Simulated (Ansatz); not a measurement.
ClF$_{2}$Ge···Cl$_{2}$ (doublet)

Input

```
crystal:
  periodic: [false, false, false]
  atoms:
    - { symbol: Ge, position_ang: [0.0, 0.0, 0.0] }
    - { symbol: Cl, position_ang: [0.0, 0.0, 2.47] }
    - { symbol: F, position_ang: [1.5842, 0.0, -0.5594] }
    - { symbol: F, position_ang: [-0.7913, 1.3709, -0.5594] }
    - { symbol: Cl, position_ang: [-1.0456, -1.8115, -0.7393] }
    - { symbol: Cl, position_ang: [0.0, 0.0, 4.81] }
magnetization:
  spin_polarized: true
  initial_magnetization: 1
basis:
  gaussian: { orbitals: def2-SVP }
hamiltonian:
  xc: hf
relax:
  f_tol: 0.15
  max_steps: 25
  restrain:
    - { distance: [1, 5], at: 2.04, k: 30.0 }
    - { distance: [0, 1], at: 3.42, k: 30.0 }
output:
  orbitals: {}
```

Launched as:

```sh
ansatz run input.yaml --threads 4 --pin off --max-ram 5120MiB --backend cpu --events-out ev --progress --plain --runs-dir out
```

The fields are those of the run's last geometry, not of the input's.

All numbers below come from UHF/def2-SVP (Ansatz 0.2.0).

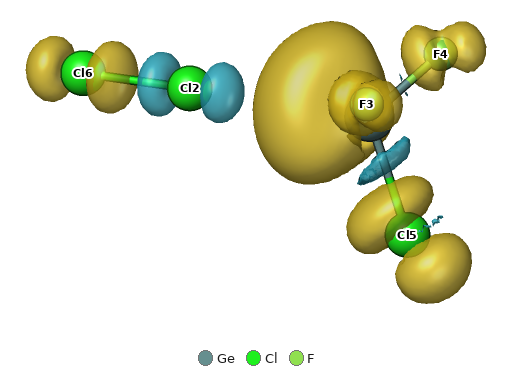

Figure 1. Isosurfaces of the spin density (α minus β) at +0.015 (yellow) and −0.015 e/Å³ (cyan), seen at a tilt.

Which atoms carry the spin?

The unpaired spin (1 electron) lies mostly on Ge1 (about 0.7) and Cl5 (about 0.1), in electrons by Hirshfeld's partition.

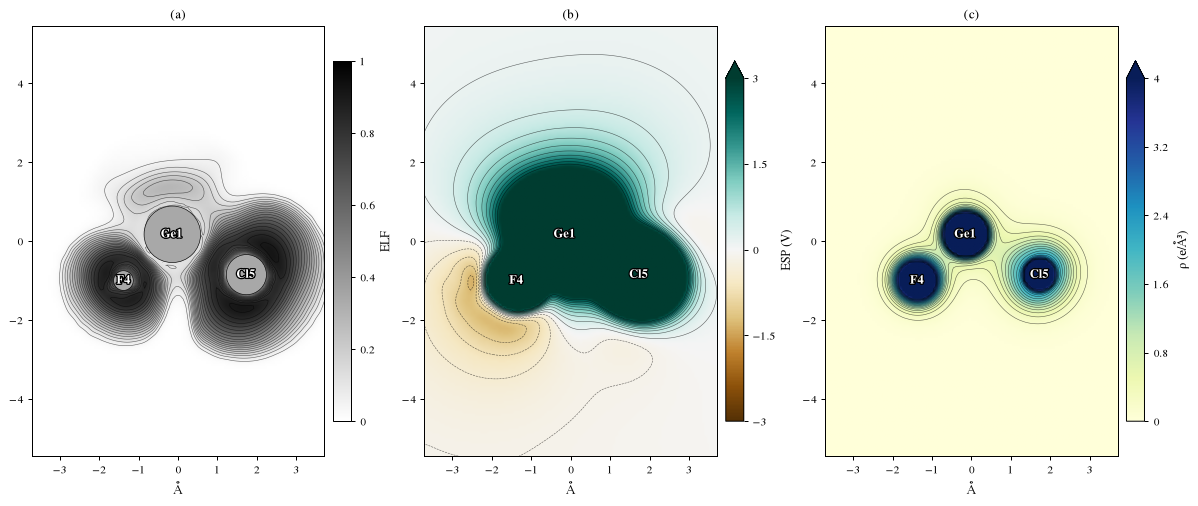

Figure 2. (a) ELF; (b) molecular electrostatic potential; (c) total electron density on the plane of atoms F4, Ge1 and Cl5. Grey discs cover the atomic cores in the ELF map.

Describe what can be read from this map.

Atoms in the plane: Ge, F and Cl.
Ge–F (1.71 Å): the density is about 0.96 e/Å³ at the midpoint; the ELF peaks at about 0.80 in the valence shell of F, 0.5 Å from its nucleus, and is about 0.20 at the midpoint.
Ge–Cl (2.14 Å): ρ is about 0.76 e/Å³ halfway; the ELF peaks at about 0.85 in the valence shell of Cl, 0.9 Å from its nucleus, and is about 0.70 at the midpoint.
The ELF also peaks beside Cl5 and F4, away from the bonds: non-bonding electrons, paired or unpaired.
Outside the dense part of the complex the potential is most negative (−1.4 V) near F4.

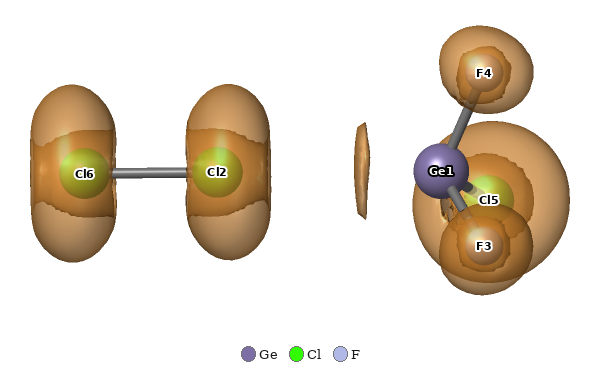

Figure 3. Isosurface of the ELF at 0.8 (orange), seen from one side. Core shells and regions of very low density are left out.

Identify the bonds, lone pairs and shells in this picture.

The ELF exceeds this value in one lobe on Ge, pointing away from the bonds (non-bonding electrons), three regions wrapped around Cl (the valence shell of each) and two regions wrapped around F (the valence shell of each). Along the contacts the grid gives the following. Ge1···Cl2 (3.43 Å): the ELF dips to about 0.05 between them.
